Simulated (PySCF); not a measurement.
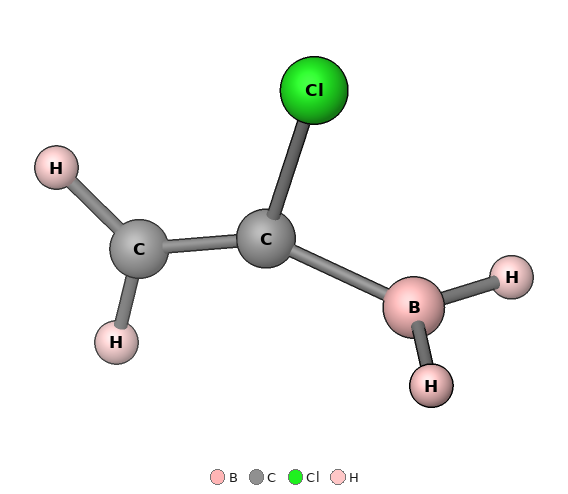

Depth is shown by fading: the farther an atom, the more it takes the colour of the background. Computed geometry: PBE0-D3(BJ)/def2-SVP optimisation. No frequency run is at hand to confirm it as a minimum.

Which symmetry elements does this geometry have?

It has 1 mirror plane, so the point group is Cs. The group has 2 operations. The geometry is achiral, and symmetry allows a dipole moment.
